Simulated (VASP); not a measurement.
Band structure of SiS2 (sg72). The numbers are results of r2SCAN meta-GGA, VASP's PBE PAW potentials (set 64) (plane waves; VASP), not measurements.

The path is coarsely sampled, so an indirect gap can come out somewhat too large.

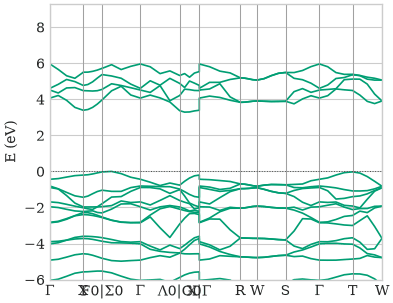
Fig. 1. Bands along high-symmetry lines, zero at the valence-band maximum or, without a gap, the Fermi level

**Question.** Read the plot: is there a gap, and where are the band edges?

**Answer.** The gap is indirect, 3.29 eV, from the valence maximum at Σ0-Γ at 0.25 to the conduction minimum at G0-X at 0.25.

The compound is SiS2 in the sg72 structure. It was relaxed first.
